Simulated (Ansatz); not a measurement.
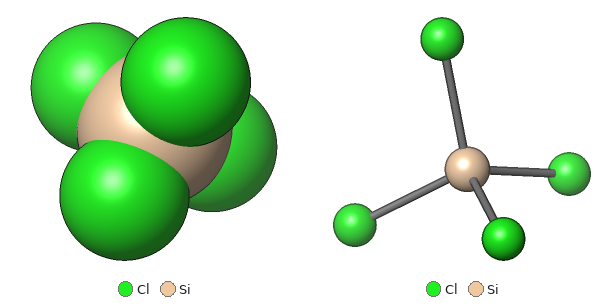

The same structure drawn twice, from different directions.

**Which formula does it have?**

SiCl₄, 5 atoms: 1 silicon and 4 chlorine.

**Give the symmetry (Schoenflies symbol).**

Td.

**How many sets of symmetry-equivalent atoms are there?**

2: 4 Cl, 1 Si.

More results for the same structure follow; atom numbers are the same in all pictures, views and colours differ. Computed geometry: PBE0-D4/def2-TZVP optimisation.

### Geometry

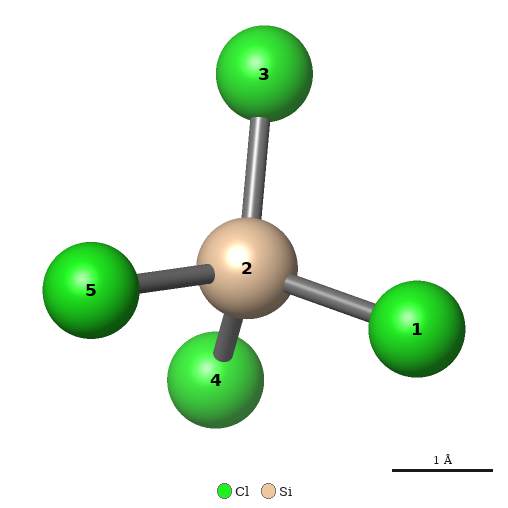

Numbered structure.

Which atoms are bonded, and how long are the bonds?

| bond | length (Å) |
| --- | --- |
| Cl1–Si2 | 2.021 |
| Si2–Cl3 | 2.021 |
| Si2–Cl4 | 2.021 |
| Si2–Cl5 | 2.021 |

### Vibrations

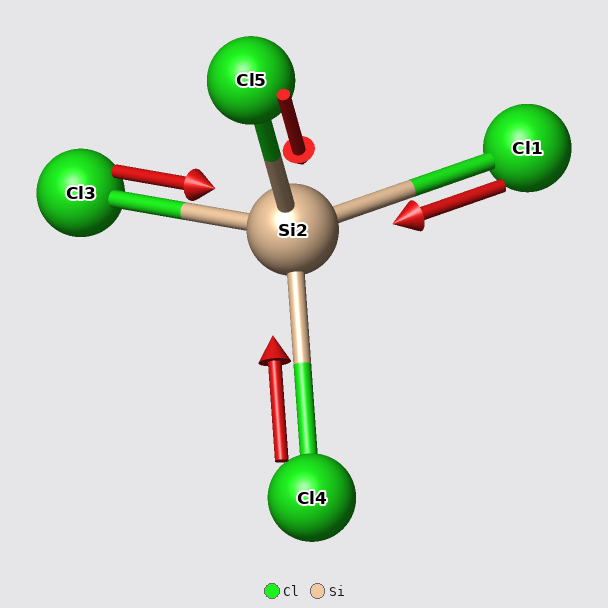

The arrows show one normal mode. Harmonic vibrations computed with RKS PBE0-D4/def2-TZVP (Ansatz 0.2.0) at a stationary point of the same level.

**Describe the motion.**

Mostly in-phase stretching of 4 Cl–Si bonds.

**Estimate its harmonic wavenumber.**

422 cm⁻¹; it is mode 6 of 9 counted from the lowest.

### Electronic properties

Method: RKS PBE0-D4/def2-TZVPP (Ansatz 0.2.0).

What does the calculation give?

- HOMO energy (Kohn–Sham orbital): −9.54 eV
- LUMO energy (Kohn–Sham orbital): −0.56 eV
- HOMO–LUMO gap: 8.98 eV

### Charges

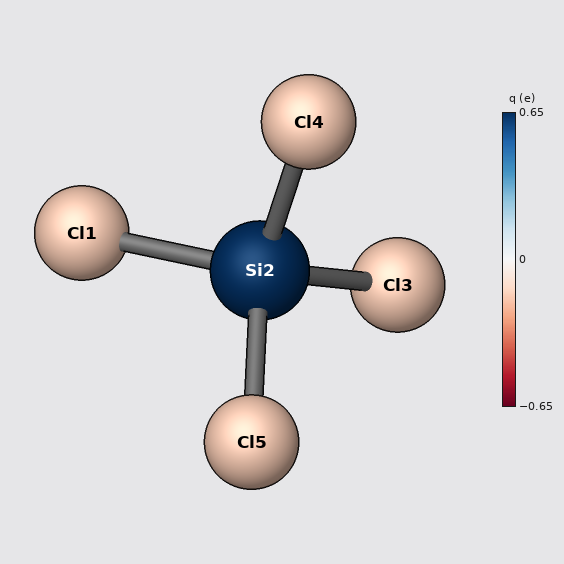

Atoms are coloured by their Mulliken charges. Properties computed with RKS PBE0-D4/def2-TZVP (Ansatz 0.2.0).

Give the Mulliken charges atom by atom.

```json
{"atom": "Cl1", "value (e)": "−0.16"}
{"atom": "Si2", "value (e)": "0.65"}
{"atom": "Cl3", "value (e)": "−0.16"}
{"atom": "Cl4", "value (e)": "−0.16"}
{"atom": "Cl5", "value (e)": "−0.16"}
```

Mulliken values depend strongly on the basis set and can even reverse the polarity of a bond.
